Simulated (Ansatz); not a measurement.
# C2H5BTe: rigid torsion scan from a Python script

A script is to give a rigid torsion scan; the system is C2H5BTe. SMILES: CC1B[Te]1.

All numbers are computed with Ansatz 0.2.0 through its Python package. Level of theory: PBE0+D3(BJ)/def2-SVP.

## (1) Starting point

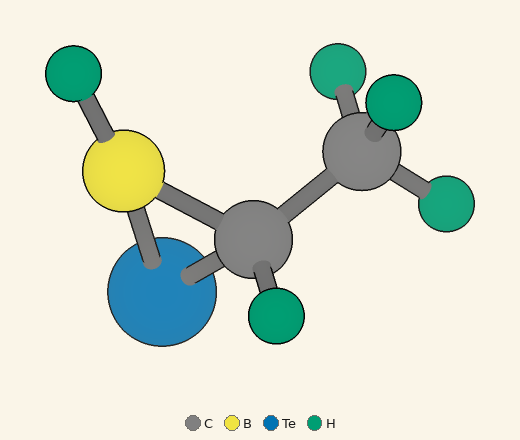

The structure that the script starts from, seen from a chosen angle (carbon grey, boron yellow, tellurium blue, hydrogen teal).

The script holds or builds the structure itself.

## (2) The code

torsion.py reads:

```python
'''Energy of C2H5BTe as one group turns about a bond.'''

import warnings

import ansatz
from ase import Atoms


def main() -> None:
    warnings.simplefilter('ignore', ansatz.DeckWarning)

    atoms = Atoms(['C', 'C', 'B', 'Te', 'H', 'H', 'H', 'H', 'H'], positions=[
        (0.1798, 0.7082, -0.7075),
        (0.0727, -0.6501, -0.1198),
        (-0.0503, -0.6578, 1.4374),
        (-1.7309, -1.3609, 0.0874),
        (-0.0472, 0.6826, -1.8303),
        (-0.6338, 1.4405, -0.2727),
        (1.1648, 1.1935, -0.5482),
        (0.8526, -1.3509, -0.5359),
        (0.2808, -0.0514, 2.4727),
    ])

    # start the scan from a relaxed geometry
    first = (
        ansatz.Crystal.molecule_from_ase(atoms).calculation()
        .basis(gaussian='def2-SVP')
        .functional('PBE0', dispersion='d3bj')
        .relax(force_tolerance=0.02, max_steps=80)
    )
    atoms.positions = first.run().report['positions_ang']

    start = atoms.get_dihedral(2, 1, 0, 4)
    energies = {}
    for turn in range(0, 121, 15):
        turned = atoms.copy()
        turned.set_dihedral(2, 1, 0, 4, start + turn, indices=[0, 4, 5, 6])
        model = (
            ansatz.Crystal.molecule_from_ase(turned).calculation()
            .basis(gaussian='def2-SVP')
            .functional('PBE0', dispersion='d3bj')
        )
        energies[round((start + turn) % 360)] = model.run().report['free_energy_ev']
    floor = min(energies.values())
    print('dihedral B2-C1-C0-H4 (deg)   E - E(min) (kJ/mol)')
    for angle, e in sorted(energies.items()):
        print(f'{angle:8d} {96.485332 * (e - floor):14.3f}  ' + '#' * int(30 * (e - floor) / max(max(energies.values()) - floor, 1e-9)))


if __name__ == '__main__':
    main()
```

## (3) The input behind the calls

The package turns the script's settings into the engine's input (first run):

```yaml
crystal:
  periodic: [false, false, false]
  atoms:
    - { symbol: C, position_ang: [0.1798, 0.7082, -0.7075] }
    - { symbol: C, position_ang: [0.0727, -0.6501, -0.1198] }
    - { symbol: B, position_ang: [-0.0503, -0.6578, 1.4374] }
    - { symbol: Te, position_ang: [-1.7309, -1.3609, 0.0874] }
    - { symbol: H, position_ang: [-0.0472, 0.6826, -1.8303] }
    - { symbol: H, position_ang: [-0.6338, 1.4405, -0.2727] }
    - { symbol: H, position_ang: [1.1648, 1.1935, -0.5482] }
    - { symbol: H, position_ang: [0.8526, -1.3509, -0.5359] }
    - { symbol: H, position_ang: [0.2808, -0.0514, 2.4727] }
basis:
  gaussian:
    orbitals: def2-SVP
hamiltonian:
  xc: pbe0
  dispersion: d3bj
relax:
  f_tol: 0.02
  max_steps: 80
```

## (4) Launch

Launch:

```bash
python torsion.py
```

Standard output:

```text
dihedral B2-C1-C0-H4 (deg)   E - E(min) (kJ/mol)
     210          0.000
     225          1.583  ####
     240          5.438  ##############
     255          9.420  #########################
     270         11.287  ##############################
     285          9.991  ##########################
     300          6.394  ################
     315          2.750  #######
     330          1.281  ###
```

Wall time 42 s (1 thread of INTEL XEON PLATINUM 8581C at 2.10GHz (Emerald Rapids), shared host); peak memory 0.29 GiB.

## (5) How the relaxation of run 0 went

The steps of the relaxation:

```csv
step,energy from step 1 (eV),largest force component (eV/Å)
1,0.0000,5.7670
2,-1.0887,1.5423
3,-1.2888,0.6198
4,-1.3147,0.2667
5,-1.3197,0.0948
6,-1.3207,0.0405
7,-1.3209,0.0203
8,-1.3209,0.0046
```

Step 1 is the start.

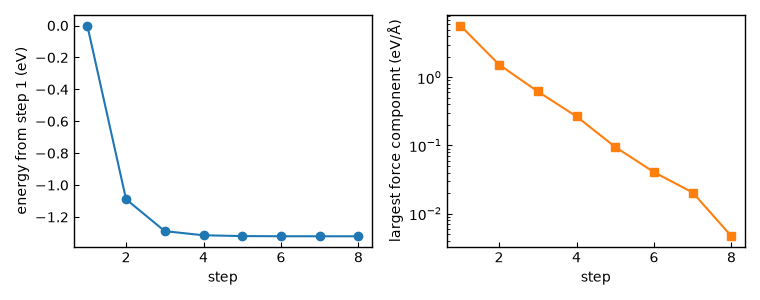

Energy and largest force along the relaxation.

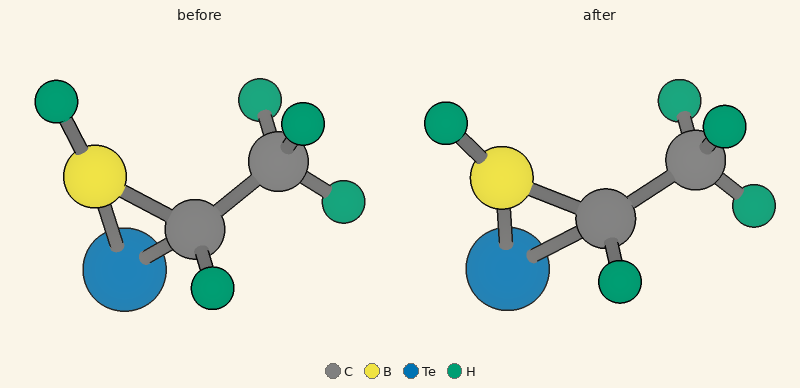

The structure before (left) and after (right) the relaxation, drawn at the same scale.

Before: Bond lengths: C1–C2 1.484 Å, C2–B3 1.562 Å, C2–Te4 1.950 Å, B3–Te4 2.267 Å, C1–H5 1.146 Å, C1–H6 1.178 Å, C1–H7 1.110 Å, C2–H8 1.128 Å, B3–H9 1.245 Å. Angles (14 of 16 angles, heavy atoms first): C1–C2–B3 113.9°, C1–C2–Te4 116.3°, B3–C2–Te4 79.6°, C2–B3–Te4 57.7°, C2–Te4–B3 42.7°, C1–C2–H8 111.9°, B3–C2–H8 114.8°, Te4–C2–H8 116.9°, C2–C1–H5 110.7°, C2–C1–H6 111.9°, C2–C1–H7 114.1°, C2–B3–H9 143.7°, Te4–B3–H9 147.5°, H5–C1–H6 103.8°.

After: Bond lengths: C1–C2 1.506 Å, C2–B3 1.527 Å, C2–Te4 2.276 Å, B3–Te4 2.100 Å, C1–H5 1.100 Å, C1–H6 1.099 Å, C1–H7 1.105 Å, C2–H8 1.098 Å, B3–H9 1.199 Å. Angles (14 of 16 angles, heavy atoms first): C1–C2–B3 124.3°, C1–C2–Te4 118.2°, B3–C2–Te4 63.5°, C2–B3–Te4 75.9°, C2–Te4–B3 40.6°, C1–C2–H8 114.0°, B3–C2–H8 117.3°, Te4–C2–H8 108.2°, C2–C1–H5 112.1°, C2–C1–H6 112.0°, C2–C1–H7 108.9°, C2–B3–H9 144.6°, Te4–B3–H9 139.5°, H5–C1–H6 108.2°.

Run 0 is this relaxation; the runs after it count from 1.

## (6) What each run gave

One row for each of the 9 runs:

```
run  turn (°)  energy from run 1 (eV)  SCF cycles  CPU time (s)
  1         0                  0.0000          16           1.5
  2        15                  0.0164          16           1.4
  3        30                  0.0564          16           1.3
  4        45                  0.0976          16           1.2
  5        60                  0.1170          16           1.4
  6        75                  0.1035          16           1.4
  7        90                  0.0663          16           1.4
  8       105                  0.0285          16           1.4
  9       120                  0.0133          16           1.2
```

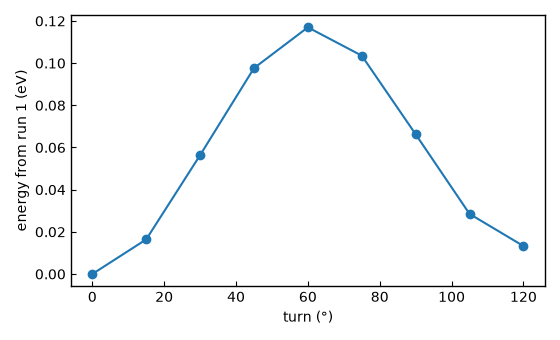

Energy against turn; lines join the points.

## (7) Summary of results

| quantity | value |
| --- | --- |
| runs compared | 9 |
| range of energy | 0.117 eV |
| lowest point, turn (°) | 0 |

In words: The lowest point lies at a turn of 0°, the highest 0.117 eV (11.3 kJ/mol) above it at 60°. The grid can miss the true lowest and highest points, and the rest of the molecule is held rigid. Run 0: The relaxation took 7 moves; the largest shift is 0.374 Å, of atom 9 (H). The scan is rigid and the energies are electronic, in a modest basis. With rigid groups the curve can differ much from the relaxed path, the start wasn't checked as a minimum of this torsion, and equivalent turns needn't return to the same energy. def2 sets replace the cores of elements past krypton by effective core potentials.
